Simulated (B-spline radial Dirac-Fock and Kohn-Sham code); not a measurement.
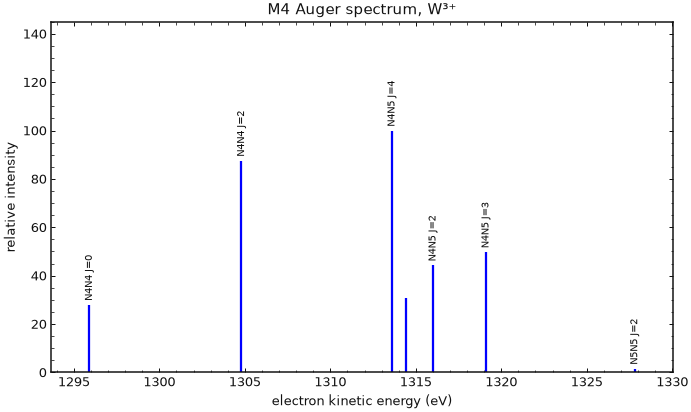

Figure. The Auger multiplet of an M4 hole with both final holes in N45, lines labelled by the leading pair of holes and J, as sticks. Kinetic energies count from the vacuum level; very weak lines are left out. Lines are named by their largest jj component, which in light atoms can differ from the customary names. It refers to the ion W³⁺ ([Xe] 4f14 5d3), inside a Watson sphere of charge −3 and radius 2.2 Å that stands in for a crystal. Computed with a radial B-spline solver: Dirac–Fock ΔSCF energies in intermediate coupling of the two holes, Coulomb rates, valence shells as spectators.

Summarise the result.

The strongest line is M4-N4N5 J=4 at 1.3136 keV (29 % of the multiplet), followed by M4-N4N4 J=2 at 1.3048 keV (26 %), M4-N4N5 J=3 at 1.3191 keV (15 %), M4-N4N5 J=2 at 1.3160 keV (13 %). The lines shown span 1.296 keV to 1.328 keV.
